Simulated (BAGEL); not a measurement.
# doublet C2H4NSi at 6 levels

We compute a comparison of 6 runs (UHF/STO-3G, UHF/3-21G, ROHF/6-31G*, UHF/6-31G*, ROHF/cc-pVDZ, UHF/cc-pVDZ) of doublet C2H4NSi. 

The calculation is run with BAGEL 1.2.2.

**1. The molecule**

C2H4NSi: 8 atoms, total charge 0, spin state doublet. SMILES of the parent species: `C#C[SiH-]N`. Geometry: relaxed at GFN2-xTB. This is one conformer, not always the lowest. That shape belongs to the parent species and isn't relaxed for this state.

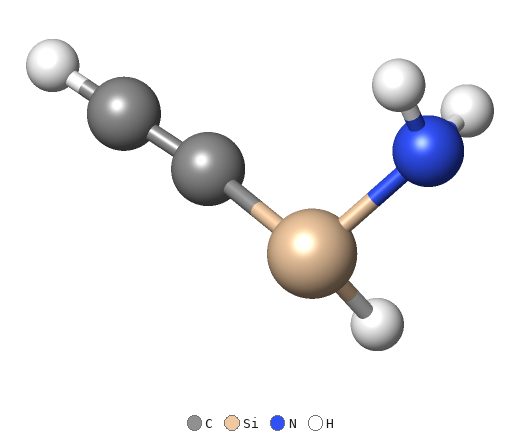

Viewed from a chosen angle; carbon grey, silicon light orange, nitrogen blue, hydrogen white.

**2. A single-point energy at UHF/STO-3G (density fitting with qzvpp-jkfit) (run 1)**

File input.json:

```json
{ "bagel": [

{
  "title": "molecule",
  "basis": "sto-3g",
  "df_basis": "qzvpp-jkfit",
  "angstrom": "true",
  "geometry": [
    { "atom": "C", "xyz": [       0.279050,       1.853940,      -1.189400 ] },
    { "atom": "C", "xyz": [       0.177520,       1.083400,      -0.260710 ] },
    { "atom": "Si", "xyz": [       0.551220,      -0.169920,       1.081360 ] },
    { "atom": "N", "xyz": [      -0.100430,      -1.724230,       0.469350 ] },
    { "atom": "H", "xyz": [       0.301890,       2.546050,      -1.994630 ] },
    { "atom": "H", "xyz": [      -0.569410,       0.172850,       2.046120 ] },
    { "atom": "H", "xyz": [       0.434460,      -2.067110,      -0.320570 ] },
    { "atom": "H", "xyz": [      -1.074300,      -1.694990,       0.168480 ] }
  ]
},

{
  "title": "uhf",
  "nopen": 1
},

{
  "title": "print",
  "file": "orbitals.molden",
  "orbitals": "true"
}

]}
```

The run is started by

```bash
$ BAGEL_NUM_THREADS=1 BAGEL input.json > input.out
```

Log:

```text
* using 1 threads per process

  ===============================================================
  ===============================================================

  *** Geometry ***

  { "atom" : "C", "xyz" : [      0.527328,      3.503439,     -2.247640 ] },
  { "atom" : "C", "xyz" : [      0.335464,      2.047329,     -0.492670 ] },
  { "atom" : "Si", "xyz" : [      1.041655,     -0.321102,      2.043474 ] },
  { "atom" : "N", "xyz" : [     -0.189785,     -3.258322,      0.886943 ] },
  { "atom" : "H", "xyz" : [      0.570489,      4.811337,     -3.769304 ] },
  { "atom" : "H", "xyz" : [     -1.076029,      0.326639,      3.866606 ] },
  { "atom" : "H", "xyz" : [      0.821010,     -3.906272,     -0.605790 ] },
  { "atom" : "H", "xyz" : [     -2.030133,     -3.203067,      0.318381 ] },

  Number of auxiliary basis functions:      427

  Since a DF basis is specified, we compute 2- and 3-index integrals:
    o Being stored without compression. Storage requirement is 0.003 GB

  Number of basis functions:       28
  Number of electrons      :       37

    * METHOD: MOLECULE                             0.13

  *** Open-shell HF ***

  === Nuclear Repulsion ===
   129.6474828698

      * DIIS with orbital gradients will be used.

  === UHF iteration (sto-3g) ===
      0       -416.28548751          0.02337013           0.03
      1       -416.33936039          0.00663198           0.03
      2       -416.34506532          0.00229728           0.03
      3       -416.34599061          0.00098944           0.03
      4       -416.34639721          0.00050304           0.02
      5       -416.34652299          0.00016965           0.03
      6       -416.34669633          0.00010100           0.02
      7       -416.34682927          0.00009271           0.02
      8       -416.34716400          0.00008195           0.03
      9       -416.34755452          0.00007600           0.03
     10       -416.34846654          0.00006380           0.02
     11       -416.34887076          0.00005510           0.02
     12       -416.34949679          0.00003237           0.02
     13       -416.34954102          0.00004297           0.02
     14       -416.34967077          0.00001548           0.03
     15       -416.34974318          0.00000858           0.02
     16       -416.34974458          0.00000434           0.02
     17       -416.34974710          0.00000171           0.02
     18       -416.34974753          0.00000079           0.02
     19       -416.34974753          0.00000050           0.02
     20       -416.34974754          0.00000034           0.02
     21       -416.34974754          0.00000023           0.02
     22       -416.34974755          0.00000014           0.03
     23       -416.34974755          0.00000011           0.02
     24       -416.34974755          0.00000005           0.03
     25       -416.34974755          0.00000003           0.03
     26       -416.34974755          0.00000001           0.02
     27       -416.34974755          0.00000001           0.02
    * SCF iteration converged.

    * S^2 (UHF) is 1.0153

    * Permanent dipole moment:
           (   -0.601599,    -0.152647,     0.064559) a.u.

    * METHOD: UHF                                  0.78

    * METHOD: PRINT                                0.00

  ===============================================================
```

It took 1 s on 1 thread of Arm Neoverse V1, shared host.

**3. The energy at UHF/3-21G (density fitting with qzvpp-jkfit) (run 2)**

File calc.json:

```json
{ "bagel": [

{
  "title": "molecule",
  "basis": "3-21g",
  "df_basis": "qzvpp-jkfit",
  "angstrom": true,
  "geometry": [
    { "atom": "C", "xyz": [    0.279050,    1.853940,   -1.189400 ] },
    { "atom": "C", "xyz": [    0.177520,    1.083400,   -0.260710 ] },
    { "atom": "Si", "xyz": [    0.551220,   -0.169920,    1.081360 ] },
    { "atom": "N", "xyz": [   -0.100430,   -1.724230,    0.469350 ] },
    { "atom": "H", "xyz": [    0.301890,    2.546050,   -1.994630 ] },
    { "atom": "H", "xyz": [   -0.569410,    0.172850,    2.046120 ] },
    { "atom": "H", "xyz": [    0.434460,   -2.067110,   -0.320570 ] },
    { "atom": "H", "xyz": [   -1.074300,   -1.694990,    0.168480 ] }
  ]
},
{ "title": "uhf", "nopen": 1 },
{ "title": "print", "file": "orbitals.molden", "orbitals": true }

]}
```

The run is started by

```bash
$ BAGEL_NUM_THREADS=1 BAGEL calc.json > calc.out
```

Log:

```text
* using 1 threads per process

  ===============================================================
  ===============================================================

  *** Geometry ***

  { "atom" : "C", "xyz" : [      0.527328,      3.503439,     -2.247640 ] },
  { "atom" : "C", "xyz" : [      0.335464,      2.047329,     -0.492670 ] },
  { "atom" : "Si", "xyz" : [      1.041655,     -0.321102,      2.043474 ] },
  { "atom" : "N", "xyz" : [     -0.189785,     -3.258322,      0.886943 ] },
  { "atom" : "H", "xyz" : [      0.570489,      4.811337,     -3.769304 ] },
  { "atom" : "H", "xyz" : [     -1.076029,      0.326639,      3.866606 ] },
  { "atom" : "H", "xyz" : [      0.821010,     -3.906272,     -0.605790 ] },
  { "atom" : "H", "xyz" : [     -2.030133,     -3.203067,      0.318381 ] },

  Number of auxiliary basis functions:      427

  Since a DF basis is specified, we compute 2- and 3-index integrals:
    o Being stored without compression. Storage requirement is 0.008 GB

  Number of basis functions:       48
  Number of electrons      :       37

    * METHOD: MOLECULE                             0.13

  *** Open-shell HF ***

  === Nuclear Repulsion ===
   129.6474828698

      * DIIS with orbital gradients will be used.

  === UHF iteration (3-21g) ===
      0       -418.95522350          0.05000666           0.04
      1       -419.06825920          0.02405092           0.05
      2       -419.08907304          0.01363417           0.04
      3       -419.09654202          0.00132042           0.04
      4       -419.09704926          0.00057717           0.05
      5       -419.09719735          0.00024159           0.05
      6       -419.09728967          0.00014610           0.04
      7       -419.09735944          0.00008772           0.05
      8       -419.09745869          0.00007029           0.04
      9       -419.09757298          0.00005869           0.05
     10       -419.09777179          0.00004437           0.05
     11       -419.09789094          0.00003684           0.05
     12       -419.09802569          0.00002818           0.05
     13       -419.09816737          0.00001758           0.04
     14       -419.09818101          0.00001067           0.04
     15       -419.09819499          0.00000798           0.05
     16       -419.09820211          0.00000600           0.05
     17       -419.09820700          0.00000438           0.05
     18       -419.09821042          0.00000309           0.05
     19       -419.09821188          0.00000222           0.04
     20       -419.09821258          0.00000075           0.05
     21       -419.09821257          0.00000047           0.05
     22       -419.09821258          0.00000029           0.05
     23       -419.09821258          0.00000020           0.05
     24       -419.09821259          0.00000010           0.04
     25       -419.09821259          0.00000005           0.05
     26       -419.09821258          0.00000004           0.05
     27       -419.09821259          0.00000003           0.05
     28       -419.09821259          0.00000002           0.05
     29       -419.09821259          0.00000001           0.04
     30       -419.09821259          0.00000001           0.05
    * SCF iteration converged.

    * S^2 (UHF) is 0.8666

    * Permanent dipole moment:
           (   -0.449361,    -0.247613,     0.569357) a.u.

    * METHOD: UHF                                  1.49

    * METHOD: PRINT                                0.01

  ===============================================================
```

It took 1.8 s on 1 thread of Arm Neoverse V1, shared host.

Runs 3 to 5 aren't shown in full; the table further down has their settings and results.

**4. A single-point energy at UHF/cc-pVDZ (density fitting with qzvpp-jkfit) (run 6)**

File hf.json:

```json
{ "bagel" : [

{
  "title" : "molecule",
  "basis" : "cc-pvdz.json",
  "df_basis" : "qzvpp-jkfit",
  "angstrom" : "true",
  "geometry" : [
    { "atom" : "C", "xyz" : [    0.279050,    1.853940,   -1.189400 ] },
    { "atom" : "C", "xyz" : [    0.177520,    1.083400,   -0.260710 ] },
    { "atom" : "Si", "xyz" : [    0.551220,   -0.169920,    1.081360 ] },
    { "atom" : "N", "xyz" : [   -0.100430,   -1.724230,    0.469350 ] },
    { "atom" : "H", "xyz" : [    0.301890,    2.546050,   -1.994630 ] },
    { "atom" : "H", "xyz" : [   -0.569410,    0.172850,    2.046120 ] },
    { "atom" : "H", "xyz" : [    0.434460,   -2.067110,   -0.320570 ] },
    { "atom" : "H", "xyz" : [   -1.074300,   -1.694990,    0.168480 ] }
  ]
},
{ "title" : "uhf", "nopen" : 1 },
{ "title" : "print", "file" : "orbitals.molden", "orbitals" : "true" }

]}
```

The basis set cc-pVDZ is read from a file made from the Basis Set Exchange's data (not shown).

The run is started by

```bash
$ BAGEL_NUM_THREADS=1 BAGEL hf.json > hf.out
```

Log:

```text
* using 1 threads per process

  ===============================================================
  ===============================================================

  *** Geometry ***

  { "atom" : "C", "xyz" : [      0.527328,      3.503439,     -2.247640 ] },
  { "atom" : "C", "xyz" : [      0.335464,      2.047329,     -0.492670 ] },
  { "atom" : "Si", "xyz" : [      1.041655,     -0.321102,      2.043474 ] },
  { "atom" : "N", "xyz" : [     -0.189785,     -3.258322,      0.886943 ] },
  { "atom" : "H", "xyz" : [      0.570489,      4.811337,     -3.769304 ] },
  { "atom" : "H", "xyz" : [     -1.076029,      0.326639,      3.866606 ] },
  { "atom" : "H", "xyz" : [      0.821010,     -3.906272,     -0.605790 ] },
  { "atom" : "H", "xyz" : [     -2.030133,     -3.203067,      0.318381 ] },

  Number of auxiliary basis functions:      427

  Since a DF basis is specified, we compute 2- and 3-index integrals:
    o Being stored without compression. Storage requirement is 0.022 GB

  Number of basis functions:       80
  Number of electrons      :       37

    * METHOD: MOLECULE                             0.18

  *** Open-shell HF ***

  === Nuclear Repulsion ===
   129.6474828698

      * DIIS with orbital gradients will be used.

  === UHF iteration (cc-pvdz.json) ===
      0       -421.12078653          0.03616725           0.08
      1       -421.29575093          0.02216418           0.08
      2       -421.34071132          0.01236974           0.08
      3       -421.36305354          0.00167393           0.08
      4       -421.36403081          0.00080343           0.08
      5       -421.36426148          0.00026746           0.08
      6       -421.36434337          0.00011748           0.08
      7       -421.36439091          0.00006533           0.08
      8       -421.36443770          0.00003980           0.08
      9       -421.36447474          0.00003343           0.08
     10       -421.36451083          0.00002721           0.08
     11       -421.36455766          0.00002368           0.08
     12       -421.36460092          0.00001943           0.08
     13       -421.36464571          0.00001710           0.08
     14       -421.36469241          0.00001425           0.08
     15       -421.36473723          0.00001045           0.08
     16       -421.36475761          0.00000637           0.08
     17       -421.36476146          0.00000332           0.08
     18       -421.36476344          0.00000240           0.08
     19       -421.36476403          0.00000194           0.08
     20       -421.36476537          0.00000132           0.08
     21       -421.36476610          0.00000101           0.08
     22       -421.36476641          0.00000084           0.08
     23       -421.36476655          0.00000073           0.08
     24       -421.36476667          0.00000055           0.08
     25       -421.36476672          0.00000036           0.09
     26       -421.36476673          0.00000027           0.08
     27       -421.36476674          0.00000020           0.09
     28       -421.36476674          0.00000016           0.09
     29       -421.36476675          0.00000012           0.08
     30       -421.36476675          0.00000010           0.08
     31       -421.36476675          0.00000008           0.08
     32       -421.36476675          0.00000006           0.08
     33       -421.36476676          0.00000005           0.09
     34       -421.36476676          0.00000003           0.08
     35       -421.36476676          0.00000003           0.09
     36       -421.36476676          0.00000002           0.09
     37       -421.36476676          0.00000001           0.09
     38       -421.36476676          0.00000001           0.09
     39       -421.36476676          0.00000001           0.09
    * SCF iteration converged.

    * S^2 (UHF) is 0.8222

    * Permanent dipole moment:
           (   -0.304876,    -0.113391,     0.486730) a.u.

    * METHOD: UHF                                  3.49

    * METHOD: PRINT                                0.02

  ===============================================================
```

Run time: 3.9 s. Hardware: 1 thread of Arm Neoverse V1, shared host.

**5. The series**

```csv
run,level,energy (Eh),dipole moment (D),⟨S²⟩,wall time
1,UHF/STO-3G (density fitting with qzvpp-jkfit),-416.349748,1.59,1.015,1 s
2,UHF/3-21G (density fitting with qzvpp-jkfit),-419.098213,1.95,0.867,1.8 s
3,"ROHF/6-31G* (density fitting with qzvpp-jkfit, spherical functions)",-421.331474,1.70,0.750,1.8 s
4,"UHF/6-31G* (density fitting with qzvpp-jkfit, spherical functions)",-421.333852,1.73,0.840,2.7 s
5,ROHF/cc-pVDZ (density fitting with qzvpp-jkfit),-421.362543,1.47,0.750,2.2 s
6,UHF/cc-pVDZ (density fitting with qzvpp-jkfit),-421.364767,1.49,0.822,3.9 s
```

**6. Outcome**

```
            quantity          value
 run 6: total energy  -421.36477 Eh
run 6: dipole moment         1.49 D
         run 6: ⟨S²⟩          0.822
```

**Reading.** The dipole moment (its size) runs from 1.47 D (ROHF/cc-pVDZ) to 1.95 D (UHF/3-21G). The two ends differ in method and basis. In run 1 the basis is minimal, so the values are rough. Spin contamination of the reference: run 1 ⟨S²⟩ = 1.02, run 2 ⟨S²⟩ = 0.87. All runs together took 13 s, the longest 3.9 s.
